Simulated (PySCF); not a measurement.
# PBE0/STO-3G run of C5H5F (SMILES FC1=CCC=C1)

Aim: the vertical ionisation energy of C5H5F at PBE0/STO-3G, from 2 runs. 

Program for the calculation: PySCF 2.14.0.

**1. Starting point**

C5H5F has 11 atoms, charge 0, and is taken as a singlet. As SMILES, `FC1=CCC=C1`. The coordinates come from a PBE0-D4/def2-TZVP relaxation.

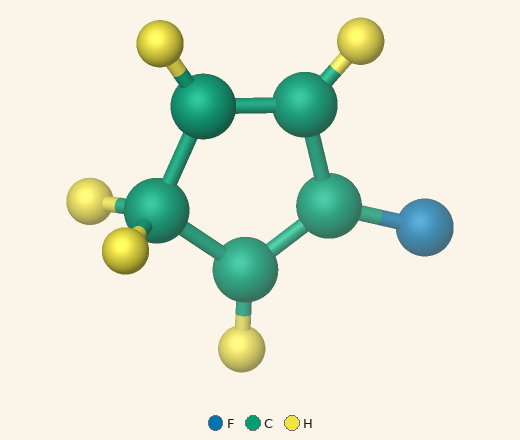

Viewed from a chosen angle; fluorine blue, carbon teal, hydrogen yellow.

**2. The energy at PBE0/STO-3G**

Contents of input.py:

```python
from pyscf import gto, dft

mol = gto.M(
    atom=[
    ('F', (0.004400, -2.240900, -1.280900)),
    ('C', (0.012800, -1.096700, -0.603000)),
    ('C', (0.421200, -0.918500, 0.657800)),
    ('C', (0.240000, 0.529200, 0.971300)),
    ('C', (-0.320800, 1.109600, -0.287700)),
    ('C', (-0.449600, 0.142400, -1.206100)),
    ('H', (0.809300, -1.667700, 1.330400)),
    ('H', (-0.439500, 0.687400, 1.818700)),
    ('H', (1.185200, 1.014900, 1.246200)),
    ('H', (-0.574100, 2.153400, -0.409500)),
    ('H', (-0.823500, 0.229800, -2.216900)),
],
    max_memory=1860,
    basis='sto-3g',
    verbose=4,
)

mf = dft.RKS(mol, xc='pbe0')
mf.conv_tol = 1e-10
mf.grids.level = 4
mf.kernel()
if not mf.converged:
    mf = mf.newton().run(mf.mo_coeff, mf.mo_occ)

etot = mf.e_tot
print('E(%s) = %.9f' % ('PBE0', etot))
```

Launch:

```console
$ OMP_NUM_THREADS=1 python input.py
```

Output:

```text
PySCF version 2.14.0

[... 78 lines left out ...]
converged SCF energy = -289.24437596973
E(PBE0) = -289.244375970
```

Wall time 7.5 s (1 thread of Arm Neoverse V1, shared host); peak memory 0.27 GiB.

**3. The doublet cation at the same level**

Contents of geometry.xyz:

```xyz
11
C5H5F
F      0.004400    -2.240900    -1.280900
C      0.012800    -1.096700    -0.603000
C      0.421200    -0.918500     0.657800
C      0.240000     0.529200     0.971300
C     -0.320800     1.109600    -0.287700
C     -0.449600     0.142400    -1.206100
H      0.809300    -1.667700     1.330400
H     -0.439500     0.687400     1.818700
H      1.185200     1.014900     1.246200
H     -0.574100     2.153400    -0.409500
H     -0.823500     0.229800    -2.216900
```

Contents of run.py:

```python
from pyscf import gto, dft

mol = gto.Mole()
mol.atom = 'geometry.xyz'
mol.spin = 1
mol.basis = 'sto-3g'
mol.charge = 1
mol.verbose = 3
mol.max_memory = 1860
mol.build()

ks = dft.UKS(mol, xc='pbe0')
ks.grids.level = 4
ks.conv_tol = 1e-10
ks.kernel()
if not ks.converged:
    ks = ks.newton().run(ks.mo_coeff, ks.mo_occ)

etot = ks.e_tot
print('Final energy', etot)
```

Launch:

```console
$ OMP_NUM_THREADS=1 python run.py
```

Output:

```text
WARN: HOMO -0.219914359991536 >= LUMO -0.219914359991538

converged SCF energy = -288.995063402432  <S^2> = 0.76441551  2S+1 = 2.0143639
Final energy -288.9950634024324
```

Run time: 18 s. Hardware: 1 thread of Arm Neoverse V1, shared host; peak memory 0.28 GiB.

**4. What came out**

At PBE0/STO-3G:

| quantity | value |
| --- | --- |
| singlet C5H5F: total energy | -289.24438 Eh |
| singlet C5H5F: dipole moment | 0.93 D |
| singlet C5H5F: HOMO energy | -4.08 eV |
| singlet C5H5F: LUMO energy | 2.39 eV |
| singlet C5H5F: HOMO–LUMO gap | 6.47 eV |
| doublet cation: total energy | -288.99506 Eh |
| doublet cation: HOMO energy (highest over α and β) | -13.00 eV |
| doublet cation: LUMO energy (lowest over α and β) | -9.44 eV |
| doublet cation: ⟨S²⟩ | 0.764 |
| vertical ionisation energy (to the doublet cation) | 6.784 eV |

What this shows: The vertical ionisation energy comes to 6.78 eV (655 kJ/mol). −ε(HOMO) before ionisation, 4.08 eV, is 2.70 eV below this ionisation energy. In a minimal basis such a difference can be off by several eV, whatever the method. Mulliken charges (singlet C5H5F) run from -0.16 on C4 to +0.10 on H8. Mulliken charges (doublet cation) run from -0.16 on C4 to +0.20 on C2; they depend strongly on the basis.
